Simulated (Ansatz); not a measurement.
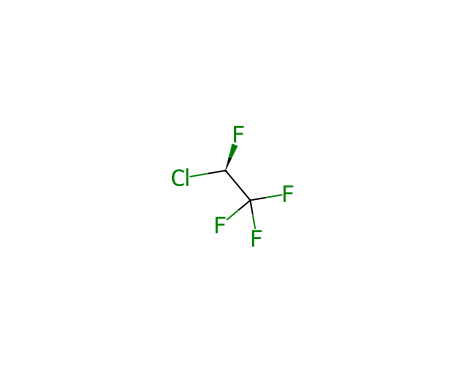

Skeletal drawing of a molecule.

Write the SMILES.

Answer. F[C@H](Cl)C(F)(F)F

Give the formula, hydrogens included.

Answer. C2HClF4.

An optimisation with PBE0-D4/def2-TZVP gave a structure of which point group?

Answer. C1.

More results for the same structure follow; atom numbers are the same in all pictures, views and colours differ. Computed geometry: PBE0-D4/def2-TZVP optimisation.

Electronic properties

Method: RKS ωB97M-V/def2-TZVPP (Ansatz 0.2.0).

Computed properties:

- dipole moment: 1.40 D
- HOMO energy (Kohn–Sham orbital): −11.81 eV
- LUMO energy (Kohn–Sham orbital): 2.35 eV
- HOMO–LUMO gap: 14.16 eV

Thermal motion

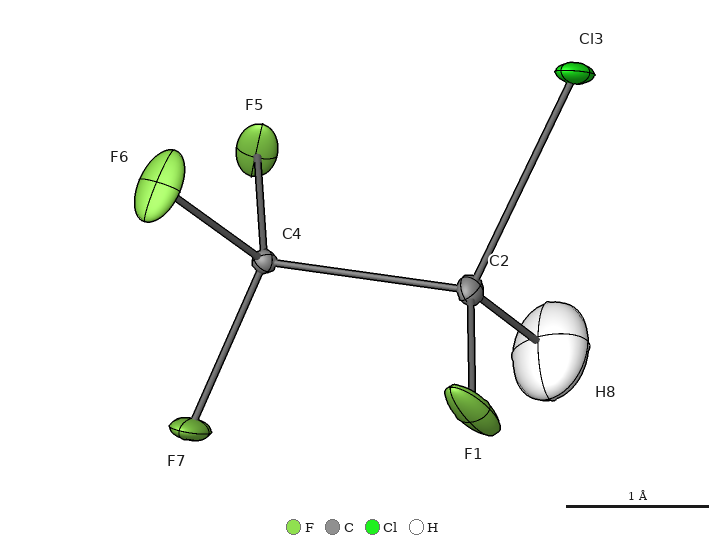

Displacement ellipsoids at the 50 % level, enlarged 1.5 times, from the internal vibrations of the free molecule (harmonic, no overall translation or rotation; no half-axis is drawn under 0.075 Å). Vibrations computed with RKS PBE0-D4/def2-TZVP (Ansatz 0.2.0). Temperature: 298 K.

Which atom has the largest mean-square displacement?

Answer. H8, with U_eq = 0.0179 Å².

Does H8 move more along its bond or across it?

Answer. Across it: the root-mean-square amplitude is 0.087 Å along the bond and up to 0.175 Å across, since bending and torsion are softer than stretching.

Give the displacement parameters, one line for each set of equivalent atoms.

```tsv
atom	U_eq (Å²)	rms amplitudes (Å)
F1	0.0084	0.042, 0.060, 0.141
C2	0.0024	0.038, 0.047, 0.060
Cl3	0.0035	0.027, 0.052, 0.084
C4	0.0015	0.037, 0.038, 0.040
F5	0.0057	0.032, 0.063, 0.110
F6	0.0069	0.032, 0.069, 0.122
F7	0.0058	0.034, 0.060, 0.113
H8	0.0179	0.085, 0.126, 0.175
```

Vibrations

Harmonic vibrations computed with RKS PBE0-D4/def2-TZVP (Ansatz 0.2.0) at a stationary point of the same level.

List the wavenumbers.

Answer. 18 modes: 73, 186, 238, 322, 379, 455, 532, 577, 705, 828, 899, 1142, 1182, 1235, 1302, 1316, 1398, 3125 cm⁻¹.
